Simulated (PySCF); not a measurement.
```tsv
atom	x (Å)	y (Å)	z (Å)
Cl	3.2566	0.0838	-1.0360
Si	1.6730	-0.6241	-0.0334
S	0.0186	-1.0214	-1.3427
C	-1.2452	-0.3180	-0.2245
C	-0.7796	0.9977	0.3524
S	0.7670	0.7906	1.3087
H	2.0106	-1.8049	0.7377
H	-2.1428	-0.1801	-0.8265
H	-1.4452	-1.0461	0.5612
H	-0.5927	1.7295	-0.4335
H	-1.5148	1.3956	1.0505
```

Geometry: GFN2-xTB.

Level of theory: PBE0/pcSseg-1, SCF density, gas phase, non-relativistic (PySCF).

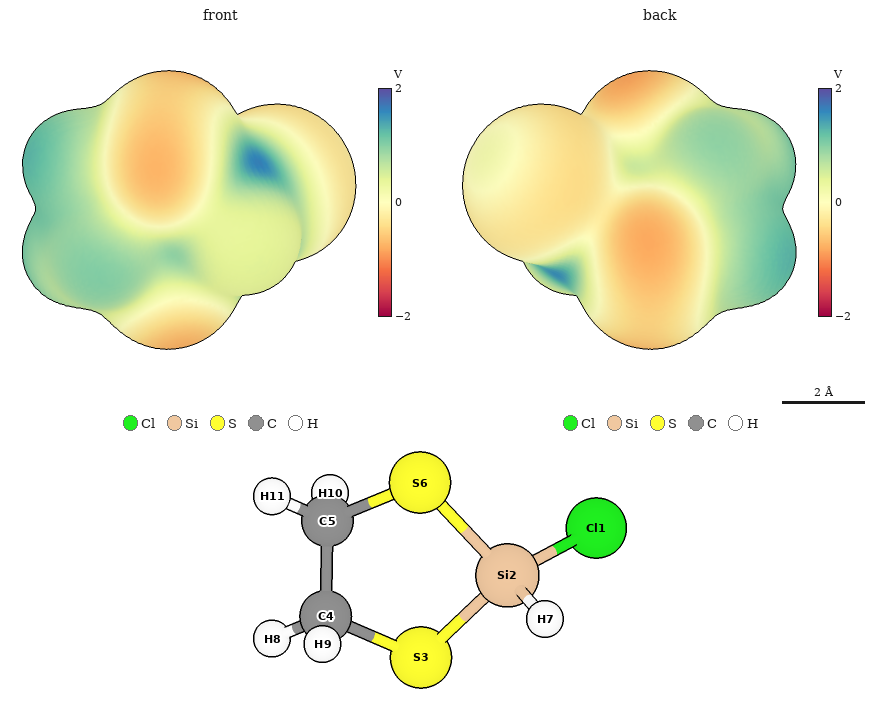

C₂H₅ClS₂Si (SMILES Cl[SiH]1SCCS1). The molecular electrostatic potential painted on the density surface at 0.002 e/bohr³, seen from the front and from behind; the colour scale runs from red (negative) to blue (positive). The bare structure is drawn below in the same view.

Describe the electrostatic potential map.

The most negative region (about −0.8 V, or −18 kcal/mol for a unit charge) lies over S3 and S6, the most positive (about +1.5 V, or +35 kcal/mol for a unit charge) over Si2. Cl1 shows a σ-hole: about +0.2 V at the tip opposite its bond, against about −0.3 V on its flanks.

What dipole moment does the calculation give?

Its dipole moment is 2.22 D.
